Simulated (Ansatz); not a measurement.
# singlet [BF2]+: levels of theory compared

Aim: a comparison of 6 runs (B3LYP/6-31G*, B3LYP/cc-pVTZ, SVWN5/cc-pVTZ, revPBE/cc-pVTZ, wB97X/cc-pVTZ, RPA@PBE/cc-pVTZ) of singlet [BF2]+. 

The calculation is run with Ansatz 0.2.0.

39 further runs of the same task are left out: 39 set aside as unsound or not needed.

### 1 The system as given

The species is [BF2]+ (3 atoms), meant as a singlet with charge +1. As SMILES of the parent species, `F[B]F`. Geometry: relaxed at PBE0-D4/def2-TZVP. That shape belongs to the parent species and isn't relaxed for this state.

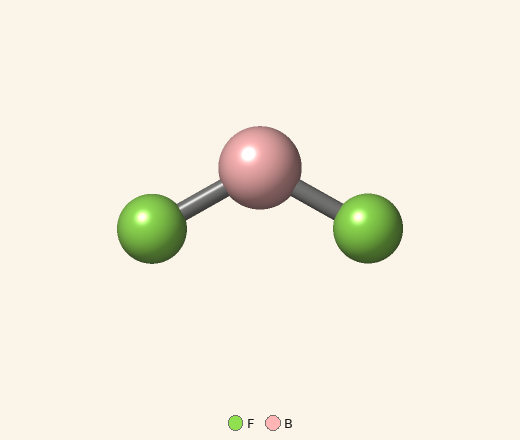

The structure, seen from a chosen angle (fluorine green, boron pink).

### 2 A single-point energy at B3LYP/6-31G(d) (spherical functions) (run 1)

job.yaml reads:

```yaml
crystal:
  periodic: [false, false, false]
  atoms:
    - {symbol: F, position_ang: [0.513100, -1.044300, 0.160000]}
    - {symbol: B, position_ang: [0.279000, 0.240500, 0.181300]}
    - {symbol: F, position_ang: [-0.802900, 0.738900, -0.354600]}
basis:
  gaussian: {orbitals: 6-31G_st_-spherical.json}
total_charge: 1
hamiltonian: {xc: {name: B3LYP}}
accuracy: high
output: {orbitals: {seedname: orbitals}}
```

The basis set 6-31G* is read from a file made from the Basis Set Exchange's data (not shown).

Launch:

```bash
$ ansatz run job.yaml --threads 1 --pin off --max-ram 3480MiB --events-out events.jsonl --progress --plain --runs-dir runs
```

What it wrote:

```text
Warning: RAYON_NUM_THREADS=1 ignored (pool sized by the plan → 1); use --threads N
Functional definition: B3LYP
  name "B3LYP"
  parameter a0 = 0.2
  parameter ax = 0.72
  parameter ac = 0.81
  exchange = (1 - a0 - ax)*slater_x + ax*b88_x + a0*exact_x
  correlation = (1 - ac)*vwn_rpa_c + ac*lyp_c
843 factors; integrals over basis functions are off by at most 3.4e-9 eV
mean field evaluation 1: about -6088.1453 eV, gradient 8.8e1 eV
mean field evaluation 2: about -6034.0181 eV, gradient 2.0e2 eV
mean field evaluation 4: about -6100.4430 eV, gradient 2.9e0 eV
mean field evaluation 8: about -6100.4586 eV, gradient 1.7e-1 eV
mean field evaluation 16: about -6100.4586 eV, gradient 2.4e-7 eV
mean field -6100.45861642 eV, -224.1877191142 hartree, gradient 4.0e-8 eV, S^2 0.000000; 0 other end points of the search recorded, 0 dependent functions left out
reference -6100.45863780 eV, -224.1877198998 hartree; 11, 11 occupied and 31, 31 virtual orbitals, 843 factors
Total energy: -6100.45863780 eV, -224.1877198998 hartree
```

Wall time 1.1 s (1 thread of Arm Neoverse V2, shared host); peak memory 0.098 GiB.

### 3 The energy at B3LYP/cc-pVTZ (run 2)

run.yaml reads:

```yaml
crystal:
  periodic: [false, false, false]
  atoms:
    - {symbol: F, position_ang: [0.513100, -1.044300, 0.160000]}
    - {symbol: B, position_ang: [0.279000, 0.240500, 0.181300]}
    - {symbol: F, position_ang: [-0.802900, 0.738900, -0.354600]}
basis:
  gaussian:
    orbitals: cc-pVTZ
total_charge: 1
hamiltonian:
  xc: {name: B3LYP}
accuracy: high
output: {orbitals: {seedname: orbitals}}
```

Launch:

```bash
$ ansatz run run.yaml --threads 1 --pin off --max-ram 3480MiB --events-out events.jsonl --progress --plain --runs-dir runs
```

What it wrote:

```text
Warning: RAYON_NUM_THREADS=1 ignored (pool sized by the plan → 1); use --threads N
Functional definition: B3LYP
  name "B3LYP"
  parameter a0 = 0.2
  parameter ax = 0.72
  parameter ac = 0.81
  exchange = (1 - a0 - ax)*slater_x + ax*b88_x + a0*exact_x
  correlation = (1 - ac)*vwn_rpa_c + ac*lyp_c
1422 factors; integrals over basis functions are off by at most 2.9e-9 eV
mean field evaluation 1: about -6089.5585 eV, gradient 1.0e2 eV
mean field evaluation 2: about -6028.1359 eV, gradient 2.2e2 eV
mean field evaluation 4: about -6102.9744 eV, gradient 4.1e0 eV
mean field evaluation 8: about -6103.0000 eV, gradient 9.9e-2 eV
mean field evaluation 16: about -6103.0000 eV, gradient 1.2e-6 eV
mean field -6103.00000125 eV, -224.2811132838 hartree, gradient 2.6e-8 eV, S^2 0.000000; 0 other end points of the search recorded, 0 dependent functions left out
reference -6103.00002811 eV, -224.2811142711 hartree; 11, 11 occupied and 79, 79 virtual orbitals, 1422 factors
Total energy: -6103.00002811 eV, -224.2811142711 hartree
```

Wall time 2.5 s (1 thread of Arm Neoverse V2, shared host); peak memory 0.18 GiB.

### 4 A single-point energy at SVWN5/cc-pVTZ (run 3)

molecule.yaml reads:

```yaml
crystal:
  periodic: [false, false, false]
  atoms:
    - {symbol: F, position_ang: [0.513100, -1.044300, 0.160000]}
    - {symbol: B, position_ang: [0.279000, 0.240500, 0.181300]}
    - {symbol: F, position_ang: [-0.802900, 0.738900, -0.354600]}
basis:
  gaussian: {orbitals: cc-pVTZ}
total_charge: 1
hamiltonian: {xc: {name: SVWN5}}
accuracy: high
output: {orbitals: {seedname: orbitals}}
```

Launch:

```bash
$ ansatz run molecule.yaml --threads 1 --pin off --max-ram 3480MiB --events-out events.jsonl --progress --plain --runs-dir runs
```

What it wrote:

```text
Warning: RAYON_NUM_THREADS=1 ignored (pool sized by the plan → 1); use --threads N
Functional definition: SVWN5
  name "SVWN5"
  exchange = slater_x
  correlation = vwn5_c
1422 factors; integrals over basis functions are off by at most 2.9e-9 eV
mean field evaluation 1: about -6046.1952 eV, gradient 1.1e2 eV
mean field evaluation 2: about -5943.5439 eV, gradient 2.6e2 eV
mean field evaluation 4: about -6061.1089 eV, gradient 9.6e0 eV
mean field evaluation 8: about -6061.2620 eV, gradient 5.7e-1 eV
mean field evaluation 16: about -6061.2625 eV, gradient 3.4e-6 eV
mean field -6061.26250272 eV, -222.7472885037 hartree, gradient 8.5e-8 eV, S^2 0.000000; 0 other end points of the search recorded, 0 dependent functions left out
reference -6061.26250545 eV, -222.7472886039 hartree; 11, 11 occupied and 79, 79 virtual orbitals, 1422 factors
Total energy: -6061.26250545 eV, -222.7472886039 hartree
```

Run time: 1.7 s. Hardware: 1 thread of Arm Neoverse V2, shared host; peak memory 0.16 GiB.

Runs 4 to 5 aren't shown in full; the table further down has their settings and results.

### 5 A single-point energy at RPA@PBE/cc-pVTZ (run 6)

run.yaml: that of step 3 with these lines changed.

```diff
@@ -11,4 +11,6 @@
 hamiltonian:
-  xc: {name: B3LYP}
+  xc: {name: PBE}
+correlation:
+  method: rpa
+  frozen_orbitals: {B: 1, F: 1}
 accuracy: high
-output: {orbitals: {seedname: orbitals}}
```

Launch:

```bash
$ ansatz run run.yaml --threads 1 --pin off --max-ram 3480MiB --events-out events.jsonl --progress --plain --runs-dir runs
```

What it wrote, shortened:

```text
Warning: RAYON_NUM_THREADS=1 ignored (pool sized by the plan → 1); use --threads N
Functional definition: PBE
  name "PBE"
[...]
1422 factors; integrals over basis functions are off by at most 2.9e-9 eV
[...]
mean field -6096.90767819 eV, -224.0572245411 hartree, gradient 2.2e-8 eV, S^2 0.000000; 0 other end points of the search recorded, 0 dependent functions left out
3 core orbitals not correlated: weight in the atoms' cores, before any rotation towards them, 1.000 or more for the frozen orbitals, at most 0.000 for the correlated occupied ones
reference -6075.83294596 eV, -223.2827424165 hartree; 8, 8 occupied and 79, 79 virtual orbitals, 1422 factors
Total energy: -6099.60299244 eV, -224.1562755127 hartree
```

Wall time 4.5 s (1 thread of Arm Neoverse V2, shared host); peak memory 0.23 GiB.

### 6 The series

```csv
run,level,frozen core orbitals,energy (Eh),HOMO energy (eV),LUMO energy (eV),HOMO–LUMO gap (eV),wall time
1,B3LYP/6-31G* (spherical functions),–,-224.187720,-20.73,-13.48,7.25,1.1 s
2,B3LYP/cc-pVTZ,–,-224.281114,-20.95,-13.62,7.33,2.5 s
3,SVWN5/cc-pVTZ,–,-222.747289,-19.42,-14.49,4.93,1.7 s
4,revPBE/cc-pVTZ,–,-224.210560,-19.08,-14.10,4.98,2.4 s
5,wB97X/cc-pVTZ,–,-224.226394,-23.72,-10.65,13.07,8.1 s
6,RPA@PBE/cc-pVTZ,3,-224.156276,–,–,–,4.5 s
```

### 7 Results

| quantity | value |
| --- | --- |
| run 6: total energy | -224.15628 Eh |
| run 6: RPA correlation energy (valence) | -873.5 mEh |

What this shows: Over runs 1, 2, 3, 4, 5 the HOMO–LUMO gap runs from 4.93 eV (SVWN5/cc-pVTZ) to 13.07 eV (wB97X/cc-pVTZ). Totals of different functionals can't be ranked against each other. All runs together took 20 s, the longest 8.1 s.
